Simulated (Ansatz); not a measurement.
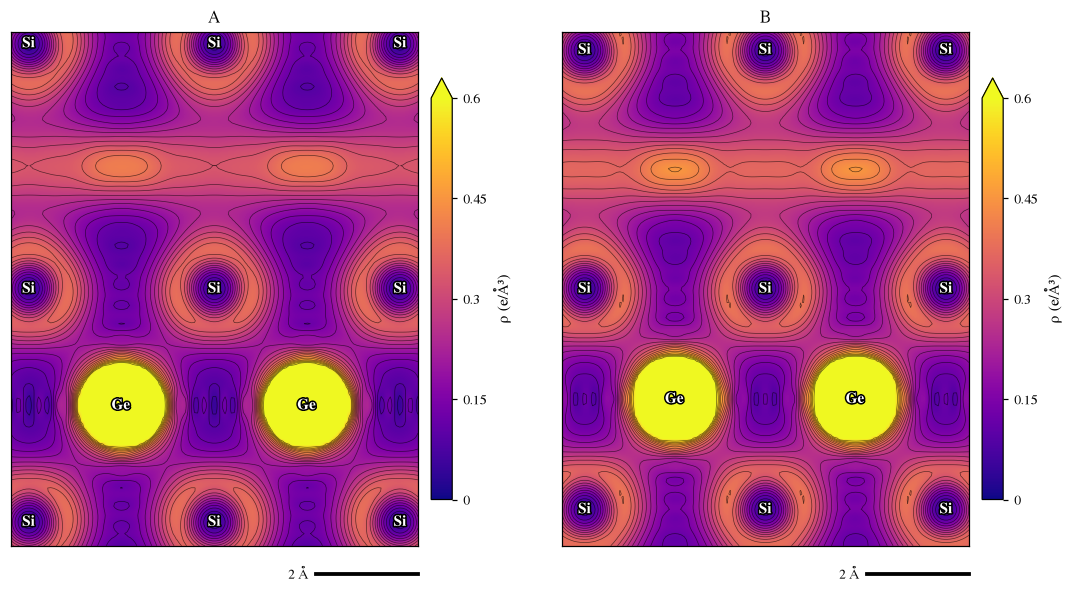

Si$_{6}$Ge. The valence electron density of two cells that differ in size and shape, on the (100) plane of each (indices in the axes of the calculation cell), at one length scale and on one colour scale; one has 16.4 and the other 18.1 Å³ an atom.

These are results of DFT PBE, scalar-relativistic, plane waves, PAW in Ansatz 0.2.0, not measurements.

The density is the valence pseudo-density of a PAW calculation; it isn't the true density close to the nuclei.

The larger cell:

```
Si Ge
1.0
     2.62263   -2.55732    0.03432
     2.62263    2.55732    0.03432
    -0.12357    0.00000    9.43932
Si Ge
6 1
Direct
  0.74880 0.25120 0.00000
  0.25120 0.74880 0.00000
  0.50001 0.00001 0.74365
  0.99999 0.49999 0.25635
  0.49999 0.99999 0.25635
  0.00001 0.50001 0.74365
  0.50000 0.50000 0.50000
```

The smaller cell: a = 3.565 Å, b = 3.565 Å, c = 9.064 Å, α = 90.00°, β = 90.00°, γ = 88.56°.

**Which panel shows the smaller cell, and what does the compression change?**

Panel B is the smaller cell, by 9 % in volume. From the larger cell to the smaller, Si–Ge goes from 2.94 to 2.81 Å, and the density at its midpoint from 0.21 to 0.25 e/Å³; the pressure goes from −7 to 0.0 GPa.
